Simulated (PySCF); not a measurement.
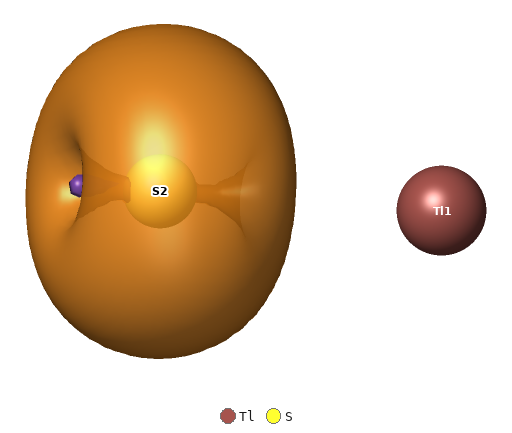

The picture shows: TlS (charge +1, triplet). Isosurfaces of the spin density (α minus β) at +0.015 (orange) and −0.015 e/Å³ (purple), seen from one side.

Core potentials replace the inner electrons of Tl.

Method: PBE0/cc-pVDZ(-PP), non-relativistic Hamiltonian with scalar-relativistic core potentials where named, at a bond length of 3.224 Å in PySCF.

```xyz
2

Tl    0.0000    0.0000   -0.4350
S     0.0000    0.0000    2.7890
```

> Describe the spin distribution.

The unpaired spin (2 electrons) lies mostly on S2 (about 2.0), in electrons by Hirshfeld's partition.
